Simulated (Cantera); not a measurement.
Input: 1 mol PbO, 3.3 mol H2, 95 mol N2, 0.076 mol O2, held at 5.00 bar.

These are equilibrium values from Cantera (NASA tables, ideal gas, pure condensed phases), not measurements of a reactor. Candidate condensed phases: H2O, Pb, PbO, PbO2, Pb3O4; 27 gas species. Rates play no part.

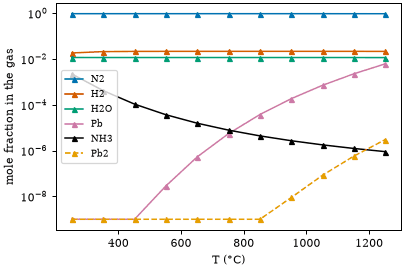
Figure: Equilibrium gas composition (values under 1e-9 drawn at 1e-9)

Task: Read off the mole fractions at 452 °C.

Result: N2 about 0.97, H2 about 0.022, H2O about 0.012, NH3 about 0.00011.
